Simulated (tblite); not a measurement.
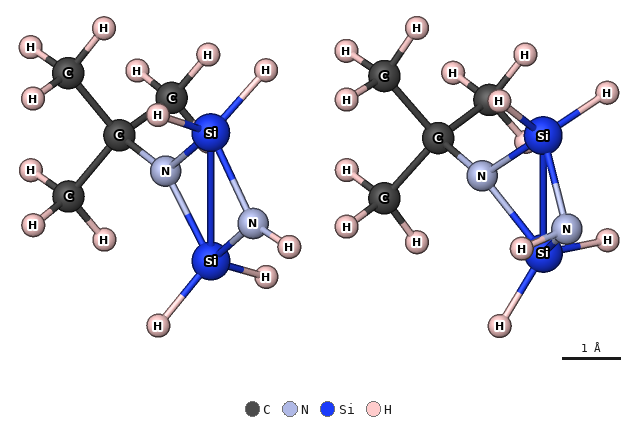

Two geometries of C4H14N2Si2, drawn at one scale. One is the start of a relaxation, the other its converged end. Style: ball-and-stick. Shown from a free direction.

Level of theory: tblite, GFN2-xTB geometry optimisation, gas phase. 

Q: Which of the two is the end point?

A: The left one is the relaxed one. The largest move after the best rigid fit is that of an H atom, 1.48 Å. By element the largest moves are H 1.48 Å, Si 0.29 Å, N 0.19 Å, C 0.09 Å. Among the contacts that change: Si–Si 2.381 → 2.602 Å, N–Si 1.697 → 1.737 Å, C–N 1.477 → 1.439 Å, N–Si 1.714 → 1.743 Å. Bond angles that change, for instance: Si–N–H 104.5° → 131.5°, Si–N–H 104.8° → 131.5°, Si–Si–H 101.7° → 122.8°. Over 75 geometry steps the energy falls by 25.3 kcal/mol.
